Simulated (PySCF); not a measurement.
System: H9Si5 (SMILES [SiH]1[SiH2][SiH2][SiH2][SiH2]1) (charge −1).

Input

```
{"job": {"kind": "nmr", "xc": "PBE0", "basis": "aug-pcSseg-1"}, "charge": -1, "multiplicity": 1}
Si     1.655564     1.038684     0.023669
Si     1.053565    -1.074609     0.902502
Si    -1.256918    -1.153307     0.427347
Si    -1.594518     0.925833    -0.651040
Si     0.333485     1.591244    -1.874481
H      1.474053     2.009866     1.168678
H      3.151415     1.025289    -0.200373
H      1.764630    -2.170017     0.151678
H      1.327875    -1.350939     2.361787
H     -2.065410    -1.453994     1.667059
H     -1.543270    -2.289470    -0.519063
H     -1.939604     1.891877     0.460102
H     -2.874362     0.826816    -1.450440
H      0.506211     0.168113    -2.453182
```

Command:

```sh
OMP_NUM_THREADS=1 python cluster_run.py task.json out
```

Geometry: PBE0-D3(BJ)/def2-SVP.

Computed with PBE0/aug-pcSseg-1, SCF density, gas phase, non-relativistic in PySCF.

**What will maps of the electron density and electron localisation function show?**

Si–Si (2.36 Å): ρ at the midpoint is about 0.61 e/Å³; the ELF peaks at about 1 between the atoms, as expected for a covalent bond.

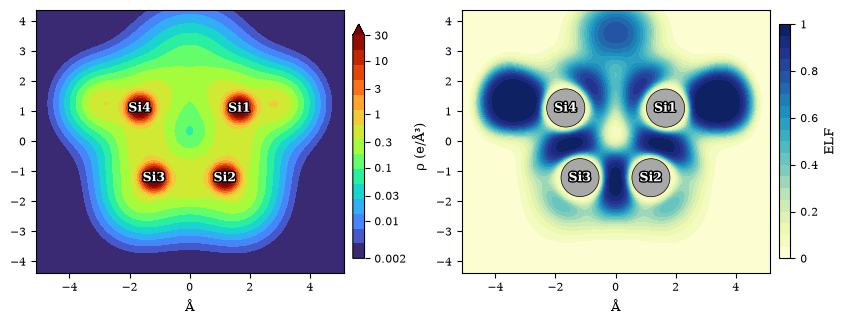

Computed electron density and electron localisation function on the plane of atoms Si1, Si2 and Si3, in this order. Grey discs cover the atomic cores in the ELF map. 
